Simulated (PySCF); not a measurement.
# One shape, several levels: C2H6BFSi (SMILES FB[SiH]1CC1)

Aim: a comparison of 5 runs (HF/3-21G, HF/def2-SVP, HF/def2-TZVP, TPSS/6-31+G*, TPSSh/aug-cc-pVDZ) of C2H6BFSi. The job is set up through a Python script.

Program for the calculation: PySCF 2.14.0.

## (1) Starting point

The species is C2H6BFSi (11 atoms), meant as a singlet with charge 0. As SMILES, `FB[SiH]1CC1`. Geometry: relaxed at GFN2-xTB. This is one conformer, not always the lowest.

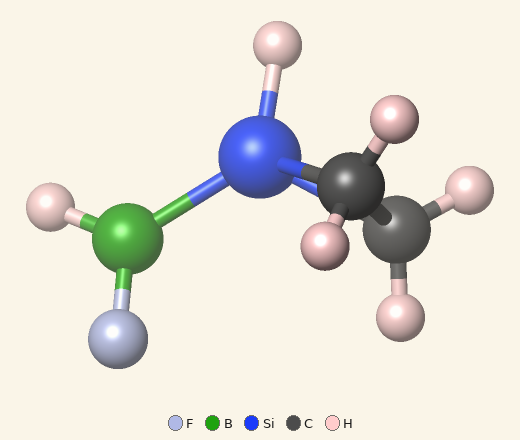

The structure, seen from a chosen angle (fluorine light blue, boron green, silicon blue, carbon dark grey, hydrogen pink).

## (2) Energy and gradient at HF/3-21G (run 1)

run.py

```python
# FB[SiH]1CC1
import pyscf.grad
from pyscf import gto

mol = gto.M(
    atom='''
F     -1.894300     1.832000    -0.257580
B     -0.734260     1.957090     0.364000
Si     0.493180     0.475040     0.434130
C     -0.137330    -1.325070     0.320520
C      0.515980    -0.844330    -0.948180
H     -0.549210     3.018330     0.843520
H      1.791800     0.511890     1.111200
H     -1.201100    -1.507390     0.275690
H      0.385100    -2.092720     0.870530
H      1.458250    -1.302480    -1.207010
H     -0.128090    -0.722360    -1.806820
''',
    verbose=4,
    spin=0,
    max_memory=1860,
    basis='3-21g',
)

mf = mol.RHF()
mf.conv_tol = 1e-10
mf.kernel()
if not mf.converged:
    mf = mf.newton().run(mf.mo_coeff, mf.mo_occ)

e_final = mf.e_tot
print('E(%s) = %.9f' % ('HF', e_final))
grad = mf.Gradients().kernel()
dip = mf.dip_moment()
pop, q = mf.mulliken_pop()
```

On the command line:

```bash
$ OMP_NUM_THREADS=1 python run.py
```

What it wrote:

```text
PySCF version 2.14.0

[... 67 lines left out ...]
converged SCF energy = -489.636862676427
[... 12 lines left out ...]
Dipole moment(X, Y, Z, Debye):  0.64333, -0.13171,  0.26690
[... 73 lines left out ...]
charge of   10H =      0.23835
```

It took 2.5 s on 1 thread of Intel Xeon at 2.70GHz, shared host; peak memory 0.13 GiB.

## (3) Energy and gradient at HF/def2-SVP (run 2)

job.py

```python
# FB[SiH]1CC1
import pyscf.grad
from pyscf import gto, scf

molecule = gto.Mole()
molecule.atom = '''
F   -1.894300   1.832000  -0.257580
B   -0.734260   1.957090   0.364000
Si   0.493180   0.475040   0.434130
C   -0.137330  -1.325070   0.320520
C    0.515980  -0.844330  -0.948180
H   -0.549210   3.018330   0.843520
H    1.791800   0.511890   1.111200
H   -1.201100  -1.507390   0.275690
H    0.385100  -2.092720   0.870530
H    1.458250  -1.302480  -1.207010
H   -0.128090  -0.722360  -1.806820
'''
molecule.charge = 0
molecule.verbose = 4
molecule.max_memory = 1860
molecule.basis = 'def2-svp'
molecule.build()

calc0 = scf.RHF(molecule)
calc0.conv_tol = 1e-10
calc0.kernel()
if not calc0.converged:
    calc0 = calc0.newton().run(calc0.mo_coeff, calc0.mo_occ)

etot = calc0.e_tot
print('Final energy', etot)
grad = calc0.Gradients().kernel()
calc0.analyze()
```

On the command line:

```bash
$ OMP_NUM_THREADS=1 python job.py
```

What it wrote:

```text
PySCF version 2.14.0

[... 94 lines left out ...]
MO #6   energy= -6.10939447149402  occ= 2
[... 13 lines left out ...]
MO #20  energy= -0.509516957979838 occ= 2
[... 13 lines left out ...]
MO #34  energy= 0.336848612203346  occ= 0
[... 13 lines left out ...]
MO #48  energy= 0.777174379816712  occ= 0
[... 13 lines left out ...]
MO #62  energy= 1.23218033561208   occ= 0
[... 13 lines left out ...]
MO #76  energy= 1.92712559069375   occ= 0
[... 13 lines left out ...]
MO #90  energy= 2.50225366191771   occ= 0
[... 13 lines left out ...]
MO #104 energy= 4.20101928099825   occ= 0
[... 118 lines left out ...]
Dipole moment(X, Y, Z, Debye):  0.66870,  0.13209,  0.38115
```

It took 11 s on 1 thread of Intel Xeon at 2.70GHz, shared host; peak memory 0.23 GiB.

## (4) Energy and forces at HF/def2-TZVP (run 3)

input.xyz

```xyz
11
C2H6BFSi
F     -1.894300     1.832000    -0.257580
B     -0.734260     1.957090     0.364000
Si     0.493180     0.475040     0.434130
C     -0.137330    -1.325070     0.320520
C      0.515980    -0.844330    -0.948180
H     -0.549210     3.018330     0.843520
H      1.791800     0.511890     1.111200
H     -1.201100    -1.507390     0.275690
H      0.385100    -2.092720     0.870530
H      1.458250    -1.302480    -1.207010
H     -0.128090    -0.722360    -1.806820
```

run.py

```python
import pyscf.grad
from pyscf import gto

system = gto.M(
    atom='input.xyz',
    basis='def2-tzvp',
    verbose=3,
    charge=0,
    max_memory=1860,
)

hf = system.RHF()
hf.conv_tol = 1e-10
hf.kernel()
if not hf.converged:
    hf = hf.newton().run(hf.mo_coeff, hf.mo_occ)

e_tot = hf.e_tot
print('E = %.10f Eh' % e_tot)
grad = hf.Gradients().kernel()
hf.analyze()
```

On the command line:

```bash
$ OMP_NUM_THREADS=1 python run.py
```

What it wrote:

```text
converged SCF energy = -492.364648319688
[... 22 lines left out ...]
MO #13  energy= -0.798751814499734 occ= 2
[... 22 lines left out ...]
MO #36  energy= 0.267226445998794  occ= 0
[... 22 lines left out ...]
MO #59  energy= 0.724034036267387  occ= 0
[... 22 lines left out ...]
MO #82  energy= 1.31054572083441   occ= 0
[... 22 lines left out ...]
MO #105 energy= 1.97124776804361   occ= 0
[... 22 lines left out ...]
MO #128 energy= 2.62566379748272   occ= 0
[... 22 lines left out ...]
MO #151 energy= 3.36228964584409   occ= 0
[... 22 lines left out ...]
MO #174 energy= 4.75639077969655   occ= 0
[... 22 lines left out ...]
MO #197 energy= 58.9070389972869   occ= 0
[... 12 lines left out ...]
Dipole moment(X, Y, Z, Debye):  0.72845,  0.10070,  0.39917
```

Wall time 99 s (1 thread of Intel Xeon at 2.70GHz, shared host); peak memory 1.5 GiB.

Run 4 isn't shown in full; the table further down has it.

## (5) Energy and forces at TPSSh/aug-cc-pVDZ (run 5)

job.py

```python
import pyscf.grad
from pyscf import gto, dft

mol = gto.Mole()
mol.atom = [
    ('F', (-1.894300, 1.832000, -0.257580)),
    ('B', (-0.734260, 1.957090, 0.364000)),
    ('Si', (0.493180, 0.475040, 0.434130)),
    ('C', (-0.137330, -1.325070, 0.320520)),
    ('C', (0.515980, -0.844330, -0.948180)),
    ('H', (-0.549210, 3.018330, 0.843520)),
    ('H', (1.791800, 0.511890, 1.111200)),
    ('H', (-1.201100, -1.507390, 0.275690)),
    ('H', (0.385100, -2.092720, 0.870530)),
    ('H', (1.458250, -1.302480, -1.207010)),
    ('H', (-0.128090, -0.722360, -1.806820)),
]
mol.max_memory = 1860
mol.basis = 'aug-cc-pvdz'
mol.charge = 0
mol.verbose = 4
mol.spin = 0
mol.build()

mf = dft.RKS(mol, xc='tpssh')
mf.grids.level = 5
mf.conv_tol = 1e-10
mf.kernel()
if not mf.converged:
    mf = mf.newton().run(mf.mo_coeff, mf.mo_occ)

etot = mf.e_tot
print('E = %.10f Eh' % etot)
grad = mf.Gradients().kernel()
mf.analyze()
```

On the command line:

```bash
$ OMP_NUM_THREADS=1 python job.py
```

What it wrote:

```text
PySCF version 2.14.0

[... 105 lines left out ...]
MO #5   energy= -6.75902399113448  occ= 2
[... 20 lines left out ...]
MO #26  energy= 0.0102815501483295 occ= 0
[... 20 lines left out ...]
MO #47  energy= 0.129367907267851  occ= 0
[... 20 lines left out ...]
MO #68  energy= 0.331603523989839  occ= 0
[... 20 lines left out ...]
MO #89  energy= 0.548461924353025  occ= 0
[... 20 lines left out ...]
MO #110 energy= 0.866539183969055  occ= 0
[... 20 lines left out ...]
MO #131 energy= 1.48105670962395   occ= 0
[... 20 lines left out ...]
MO #152 energy= 2.03355757668431   occ= 0
[... 20 lines left out ...]
MO #173 energy= 4.63573026927222   occ= 0
[... 187 lines left out ...]
Dipole moment(X, Y, Z, Debye):  0.60753, -0.66876,  0.04832
```

Wall time 2.8 min (1 thread of Intel Xeon at 2.70GHz, shared host); peak memory 2.3 GiB.

## (6) All runs side by side

| run | level | integration grid | energy (Eh) | dipole moment (D) | HOMO energy (eV) | LUMO energy (eV) | wall time |
| --- | --- | --- | --- | --- | --- | --- | --- |
| 1 | HF/3-21G | – | -489.636863 | 0.71 | -9.15 | 1.87 | 2.5 s |
| 2 | HF/def2-SVP | – | -492.023793 | 0.78 | -9.12 | 1.61 | 11 s |
| 3 | HF/def2-TZVP | – | -492.364648 | 0.84 | -9.07 | 1.32 | 99 s |
| 4 | TPSS/6-31+G* (spherical functions) | 5 | -494.046706 | 0.98 | -5.92 | -2.56 | 89 s |
| 5 | TPSSh/aug-cc-pVDZ | 5 | -494.052792 | 0.90 | -6.32 | -2.26 | 2.8 min |

## (7) Results

| quantity | value |
| --- | --- |
| run 5: total energy | -494.05279 Eh |
| run 5: dipole moment | 0.90 D |
| run 5: HOMO energy | -6.32 eV |
| run 5: LUMO energy | -2.26 eV |
| run 5: HOMO–LUMO gap | 4.06 eV |
| run 5: largest force on an atom | 1.524 eV/Å |

**Reading.** The dipole moment (its size) runs from 0.71 D (HF/3-21G) to 0.98 D (TPSS/6-31+G*). The two ends differ in method and basis. The HOMO–LUMO gap runs from 3.36 eV (TPSS/6-31+G*) to 11.02 eV (HF/3-21G). Totals of different functionals can't be ranked against each other. All runs together took 6.1 min, the longest 2.8 min.
